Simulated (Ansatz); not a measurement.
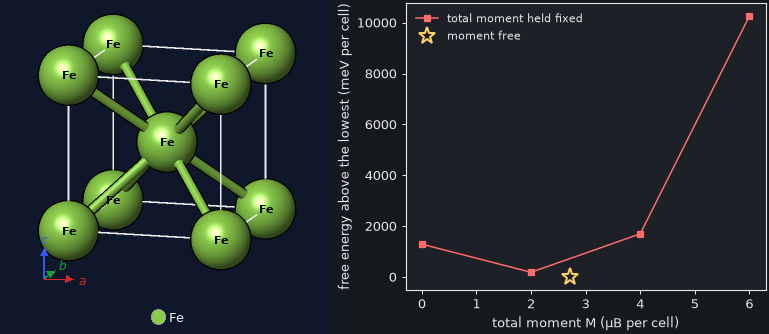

Beside the plot: the structure in its conventional cell.

Fixed-spin-moment scan.
System: Fe (Im-3m, 1 atom in the cell).
Method: DFT, r2SCAN, PAW, plane waves, scalar-relativistic (Ansatz 0.2.0); cutoff 500 eV, 12×12×12 k-mesh, Gaussian smearing of 0.05 eV, collinear spins.

### What does the curve say about the magnetic state?

Among the held moments the energy is lowest at M = 2 μB. The best free run ends at M = 2.7 μB, at or below every held value. Antiparallel orders weren't tried, and these are the states found from these starts; lower ones may exist.

### How far does the point at M = 0 lie above the minimum?

About 1300 meV per cell. That run is non-magnetic, so this is the energy of forming the moments.
